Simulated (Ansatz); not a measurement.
Start from this file.

```yaml
crystal:
  lattice:
    - [2.52210, 0.00000, 0.00000]
    - [-1.26105, 2.18420, 0.00000]
    - [0.00000, 0.00000, 4.11860]
  atoms:
    - { symbol: C, position: [0.33333, 0.66667, 0.56264] }
    - { symbol: C, position: [0.66667, 0.33333, 0.06264] }
    - { symbol: C, position: [0.33333, 0.66667, 0.93736] }
    - { symbol: C, position: [0.66667, 0.33333, 0.43736] }
```

Q: Say what kind of structure these coordinates give.

A: The element is carbon. The lattice is primitive hexagonal and the space group P6_3/mmc (No. 194). The prototype is hexagonal diamond (lonsdaleite type). The cell holds four atoms. The neighbours of C are four C in a tetrahedral arrangement at 1.54 Å. The bonds build a three-dimensional framework.

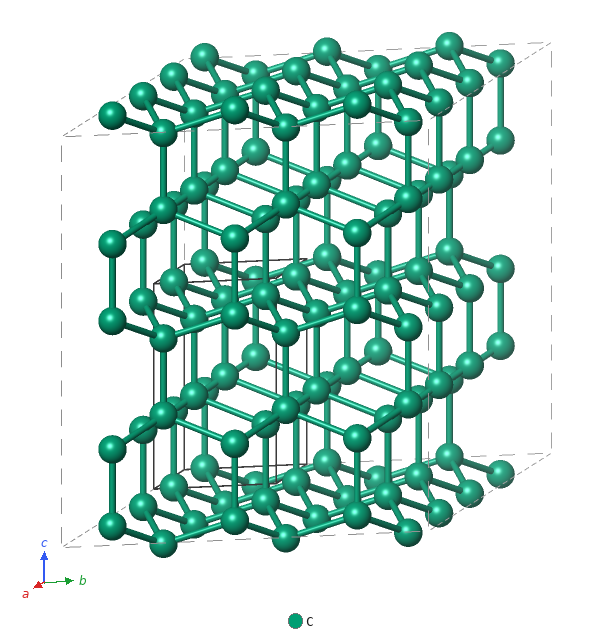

This ball-and-stick model is shown slightly off an axis. The solid box is one conventional unit cell, and 4×3×2 cells are shown.

The structure comes from an entry, possibly a prediction, of the Crystallography Open Database. Earlier steps of the study may have refined or changed the cell and positions. It went into a calculation with Ansatz.
